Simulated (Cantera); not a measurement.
Input: 1 mol Si, 1.9 mol NF₃, 0.15 mol N₂, 4.5 mol SF₆, held at 13300 Pa.

These are equilibrium values from Cantera (NASA tables, ideal gas, pure condensed phases), not measurements of a reactor. Candidate condensed phases: S, Si, Si₃N₄; 29 gas species. Kinetics and transport are ignored.

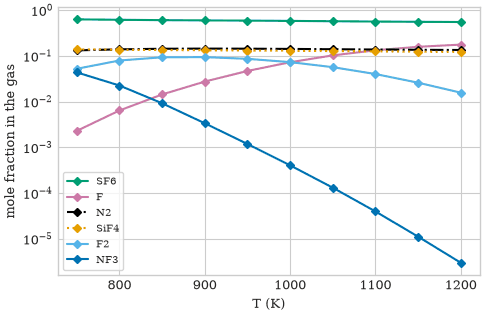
Fig. 1. Equilibrium gas composition (values under 1e-9 drawn at 1e-9)

Question: Read off the mole fractions at 950 K.

Answer: SF₆ about 0.59, N₂ about 0.14, SiF₄ about 0.13, F₂ about 0.086, F about 0.047, NF₃ about 0.0012.
